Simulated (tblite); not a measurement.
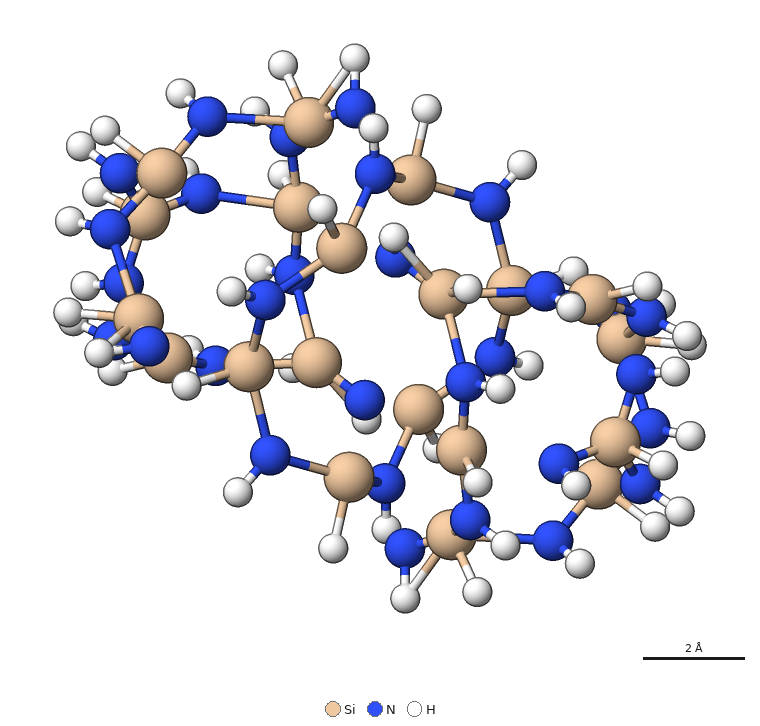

**Figure 1.** The starting structure (ball-and-stick view, seen at a tilt). Bond lengths as drawn: H–N 1.01 to 1.04 Å, H–Si 1.42 to 1.66 Å and N–Si 1.23 to 2.05 Å.

Run report: Si20N30H50, geometry relaxation (part 1 of 2)

- system: Si20N30H50
- method: GFN2-xTB geometry optimisation, gas phase (tblite 0.8.0)

### Input
```
{"job": {"kind": "relax", "xc": "GFN2-xTB", "basis": "xTB"}, "charge": 0, "multiplicity": 1}
Si     0.006100    -0.001200     7.001100
Si    -0.679700     2.287000     5.080200
Si     2.141700     2.250100     3.739100
Si     2.316900    -0.550600     5.080700
Si     0.882200    -2.976700     3.742100
Si    -1.641700    -1.728800     5.085000
Si    -3.017600     0.725500     3.735800
Si    -2.874800     0.692700     0.616900
Si    -0.839000     2.835600    -0.615400
Si     2.034100     2.146900     0.616000
Si     2.876200    -0.691300    -0.617500
Si     0.839200    -2.839700     0.615000
Si    -2.040200    -2.147100    -0.609400
Si    -2.134300    -2.253100    -3.740800
Si    -2.319900     0.560100    -5.086600
Si    -0.885100     2.976100    -3.732300
Si     3.018100    -0.722000    -3.738200
Si     0.675400    -2.287800    -5.088200
Si    -0.001900     0.001300    -7.000200
Si     1.641200     1.729200    -5.084900
N      1.377800    -0.326200     6.901700
H      1.754600    -0.418500     7.844700
N     -0.398600     1.364600     6.907000
H     -0.515700     1.725700     7.843500
N     -0.974000    -1.025800     6.901600
H     -1.245900    -1.309300     7.847900
N      0.815900     2.672900     5.210400
H      1.025500     2.707300     6.220600
N     -2.136800     1.795300     5.209600
H     -2.332500     1.710700     6.223500
N      2.627800     0.955600     5.209800
H      2.647300     1.168800     6.219500
N      2.588500     2.730300     2.694000
H      3.210400     3.381300     3.174100
N      1.907400    -2.038100     5.208000
H      1.832700    -2.238100     6.216800
N     -0.484700    -2.748600     5.207600
H     -0.311300    -2.873800     6.217500
N      1.071400    -3.610900     2.696500
H      1.321300    -4.465500     3.172600
N     -2.718700    -0.631800     5.215800
H     -2.849100    -0.470500     6.224100
N     -3.653400     0.878300     2.693500
H     -4.529900     1.086400     3.170200
N     -2.518000     2.386100     0.002700
H     -3.256000     3.087600    -0.003000
N     -3.319600    -0.985200     0.000100
H     -4.299900    -1.272600     0.003200
N      0.809400     3.370000    -0.000200
H      1.047400     4.361800     0.001500
N     -1.071200     3.599700    -2.693500
H     -1.319400     4.470200    -3.171600
N      3.321700     0.984800    -0.000600
H      4.296200     1.273500    -0.003900
N      2.515000    -2.385300     0.001200
H      3.253600    -3.083000     0.000200
N      3.664900    -0.883000    -2.699100
H      4.535200    -1.079400    -3.172700
N     -0.807600    -3.370400     0.004400
H     -1.046300    -4.359200    -0.000500
N     -2.593200    -2.729400    -2.694400
H     -3.204300    -3.383000    -3.172300
N     -2.622500    -0.954300    -5.210100
H     -2.649400    -1.164000    -6.218200
N     -0.809500    -2.667200    -5.209100
H     -1.031100    -2.704800    -6.218200
N     -1.903900     2.043000    -5.212400
H     -1.829800     2.238700    -6.213800
N     -1.384200     0.324800    -6.905200
H     -1.758400     0.416500    -7.838900
N      0.482900     2.744800    -5.208400
H      0.310400     2.872700    -6.217500
N      2.720500     0.628200    -5.207800
H      2.855400     0.469900    -6.218900
N      2.142100    -1.794500    -5.215400
H      2.340900    -1.711800    -6.220800
N      0.399800    -1.360500    -6.899700
H      0.512100    -1.727900    -7.839700
N      0.974000     1.024700    -6.904200
H      1.237900     1.303200    -7.842900
H      0.000000    -0.000200     8.426100
H     -0.884600     2.970300     6.352300
H      2.696500     2.839500     4.929900
H      3.012200    -0.723300     6.349300
H      1.105500    -3.746800     4.926400
H     -2.135400    -2.243000     6.352800
H     -3.804500     0.911100     4.926100
H     -4.261200     1.022900     0.883200
H     -1.244400     4.200200    -0.882800
H      3.013100     3.177100     0.880600
H      4.259100    -1.016000    -0.882000
H      1.247500    -4.199300     0.881100
H     -3.016500    -3.172700    -0.883600
H     -2.690300    -2.843100    -4.925800
H     -3.015800     0.725100    -6.349700
H     -1.113400     3.752600    -4.924700
H      3.802500    -0.912700    -4.926400
H      0.880200    -2.971300    -6.352400
H     -0.001900    -0.001500    -8.424800
H      2.134600     2.246300    -6.349200
```

The first line tells a small driver script what to run in tblite; the rest is the geometry in Å.

Launched with:
```bash
OMP_NUM_THREADS=8 python <driver script> task.json out
```

### Log
```
step      E/eV     max force
  0   -3871.03347  117.061
  1   -3960.50442   18.273
  2   -3979.26040    6.825
  3   -3992.92099    4.842
  4   -4011.68822    7.895
  5   -4026.63985    7.863
  6   -4038.19039    6.129
  7   -4041.92668    4.044
  8   -4043.22468    2.827
  9   -4044.90510    1.604
 10   -4045.75408    1.704
 11   -4046.85357    2.045
 12   -4047.38745    1.937
 13   -4048.10133    1.813
 14   -4048.56768    1.599
 15   -4049.43218    0.921
 16   -4049.88390    0.856
 17   -4050.13168    0.724
 18   -4050.30519    0.775
 19   -4050.44915    0.698
 20   -4050.57924    0.521
 21   -4050.69468    0.489
 22   -4050.80959    0.434
 23   -4050.94128    0.535
 24   -4051.08049    0.632
 25   -4051.23602    0.760
 26   -4051.39802    0.804
 27   -4051.62540    0.703
 28   -4051.84616    0.797
 29   -4052.26516    0.841
 30   -4052.48218    0.664
 31   -4052.58555    1.151
 32   -4052.74557    1.009
 33   -4052.90573    0.384
 34   -4053.06321    0.563
 35   -4053.23015    0.749
 36   -4053.43373    0.478
 37   -4053.69477    0.542
 38   -4054.04970    0.742
 39   -4054.08691    1.226
 40   -4054.48844    0.863
 41   -4054.68859    0.750
 42   -4054.82076    0.583
 43   -4054.89319    0.484
 44   -4055.06709    0.427
 45   -4055.21973    0.539
 46   -4055.40125    0.653
 47   -4055.56424    0.471
 48   -4055.66235    1.018
 49   -4055.83038    0.442
 50   -4055.94700    0.421
 51   -4056.09631    0.666
 52   -4056.18798    0.531
 53   -4056.35228    0.456
 54   -4056.60086    0.540
 55   -4056.81646    0.417
 56   -4056.93524    0.452
 57   -4057.15252    0.647
 58   -4057.20965    0.935
 59   -4057.46832    0.523
 60   -4057.74443    0.551
 61   -4057.99544    0.380
 62   -4058.08758    0.586
 63   -4058.19764    0.720
 64   -4058.33227    0.677
 65   -4058.45467    0.554
 66   -4058.55449    0.350
 67   -4058.63257    0.430
 68   -4058.72702    0.473
 69   -4058.85521    0.614
 70   -4059.08660    0.606
 71   -4059.19419    0.507
 72   -4059.27856    0.403
 73   -4059.34998    0.269
 74   -4059.39723    0.254
 75   -4059.44983    0.336
 76   -4059.51685    0.373
 77   -4059.58841    0.368
 78   -4059.66421    0.580
 79   -4059.72602    0.648
 80   -4059.84232    0.569
 81   -4060.02838    0.590
 82   -4060.19626    0.742
 83   -4060.34526    0.755
 84   -4060.52257    0.578
 85   -4060.65243    0.374
 86   -4060.76394    0.454
 87   -4060.87271    0.434
 88   -4060.98472    0.428
 89   -4061.06795    0.451
 90   -4061.13732    0.464
 91   -4061.19940    0.422
 92   -4061.26847    0.374
 93   -4061.34081    0.489
 94   -4061.43714    0.527
 95   -4061.52772    0.447
 96   -4061.59006    0.374
 97   -4061.62443    0.224
 98   -4061.64839    0.243
 99   -4061.67823    0.254
100   -4061.71414    0.255
101   -4061.74619    0.204
102   -4061.76253    0.173
103   -4061.77789    0.178
104   -4061.79499    0.189
105   -4061.81092    0.158
106   -4061.82844    0.167
107   -4061.84441    0.144
108   -4061.85924    0.146
109   -4061.87422    0.187
110   -4061.89155    0.199
111   -4061.91221    0.205
112   -4061.93673    0.232
113   -4061.96600    0.239
114   -4062.00251    0.328
115   -4062.04826    0.350
116   -4062.10464    0.357
117   -4062.16590    0.367
118   -4062.22364    0.728
119   -4062.23190    0.820
120   -4062.33968    0.563
121   -4062.40759    0.394
122   -4062.52671    0.682
123   -4062.63720    0.653
124   -4062.73561    0.408
125   -4062.87021    0.397
126   -4062.93585    0.428
127   -4063.01836    0.473
128   -4063.11775    0.389
129   -4063.23104    0.432
130   -4063.33959    0.457
131   -4063.45074    0.479
132   -4063.53566    1.039
133   -4063.60789    0.660
134   -4063.70313    0.727
135   -4063.81481    0.452
136   -4063.95950    0.582
137   -4064.07466    0.508
138   -4064.17097    0.526
139   -4064.25634    0.654
140   -4064.35899    0.425
141   -4064.51680    0.585
142   -4064.59297    1.527
143   -4064.81643    0.642
144   -4064.97160    0.422
145   -4065.12841    0.566
146   -4065.22301    0.510
147   -4065.32941    0.413
148   -4065.42439    0.452
149   -4065.48579    0.451
150   -4065.53816    0.369
151   -4065.57797    0.742
152   -4065.64049    0.352
153   -4065.69848    0.378
154   -4065.77071    0.282
155   -4065.83273    0.309
156   -4065.87737    0.380
157   -4065.91980    0.313
158   -4065.95849    0.218
159   -4066.00169    0.342
160   -4066.03936    0.379
161   -4066.08385    0.277
162   -4066.12552    0.235
163   -4066.16037    0.241
164   -4066.19267    0.241
165   -4066.22036    0.217
166   -4066.24256    0.214
167   -4066.26396    0.172
168   -4066.28429    0.188
169   -4066.30571    0.184
170   -4066.32568    0.188
171   -4066.34405    0.175
172   -4066.35824    0.170
173   -4066.37122    0.160
174   -4066.38420    0.165
175   -4066.39681    0.150
176   -4066.40593    0.166
177   -4066.41385    0.104
178   -4066.42053    0.107
179   -4066.42717    0.089
180   -4066.43172    0.093
181   -4066.43685    0.076
182   -4066.44107    0.078
183   -4066.44548    0.085
184   -4066.45018    0.093
185   -4066.45517    0.092
186   -4066.45935    0.080
187   -4066.46243    0.086
188   -4066.46485    0.073
189   -4066.46732    0.071
190   -4066.47013    0.085
191   -4066.47335    0.090
192   -4066.47658    0.087
193   -4066.47936    0.058
194   -4066.48144    0.057
195   -4066.48319    0.048
196   -4066.48508    0.065
197   -4066.48729    0.055
198   -4066.48940    0.053
199   -4066.49111    0.047
200   -4066.49244    0.043
201   -4066.49364    0.044
202   -4066.49486    0.044
203   -4066.49620    0.051
204   -4066.49762    0.048
205   -4066.49902    0.047
206   -4066.50025    0.050
207   -4066.50132    0.049
208   -4066.50243    0.047
209   -4066.50380    0.057
210   -4066.50531    0.049
211   -4066.50672    0.051
212   -4066.50791    0.041
213   -4066.50912    0.048
214   -4066.51060    0.061
215   -4066.51239    0.073
216   -4066.51423    0.066
217   -4066.51593    0.054
218   -4066.51738    0.086
219   -4066.51887    0.074
220   -4066.52042    0.074
221   -4066.52244    0.051
222   -4066.52385    0.050
223   -4066.52566    0.056
224   -4066.52717    0.046
225   -4066.52865    0.052
226   -4066.53022    0.053
227   -4066.53191    0.063
228   -4066.53364    0.051
229   -4066.53529    0.072
230   -4066.53707    0.055
231   -4066.53897    0.053
232   -4066.54085    0.056
233   -4066.54253    0.051
234   -4066.54422    0.054
235   -4066.54594    0.051
236   -4066.54778    0.048
237   -4066.54939    0.049
238   -4066.55081    0.050
239   -4066.55213    0.052
240   -4066.55376    0.064
241   -4066.55550    0.072
242   -4066.55713    0.065
243   -4066.55842    0.060
244   -4066.55957    0.047
245   -4066.56071    0.039
246   -4066.56203    0.042
247   -4066.56344    0.052
248   -4066.56478    0.050
249   -4066.56590    0.064
250   -4066.56696    0.058
251   -4066.56812    0.045
252   -4066.56960    0.043
253   -4066.57066    0.043
254   -4066.57172    0.044
255   -4066.57267    0.039
256   -4066.57367    0.039
257   -4066.57471    0.047
258   -4066.57581    0.049
259   -4066.57692    0.058
260   -4066.57799    0.042
261   -4066.57895    0.072
262   -4066.57987    0.037
263   -4066.58084    0.041
264   -4066.58203    0.045
265   -4066.58324    0.043
266   -4066.58434    0.053
267   -4066.58526    0.034
268   -4066.58623    0.040
269   -4066.58715    0.039
270   -4066.58810    0.042
271   -4066.58904    0.036
272   -4066.59007    0.038
273   -4066.59109    0.041
274   -4066.59205    0.042
275   -4066.59290    0.042
276   -4066.59376    0.040
277   -4066.59460    0.041
278   -4066.59541    0.039
279   -4066.59605    0.030
280   -4066.59659    0.039
281   -4066.59707    0.026
282   -4066.59762    0.028
283   -4066.59814    0.031
284   -4066.59862    0.029
285   -4066.59909    0.032
286   -4066.59960    0.027
287   -4066.60018    0.033
288   -4066.60079    0.039
289   -4066.60132    0.032
290   -4066.60177    0.029
291   -4066.60221    0.028
292   -4066.60266    0.025
293   -4066.60307    0.027
294   -4066.60345    0.033
295   -4066.60381    0.035
296   -4066.60421    0.034
297   -4066.60463    0.031
298   -4066.60502    0.024
299   -4066.60530    0.019
```
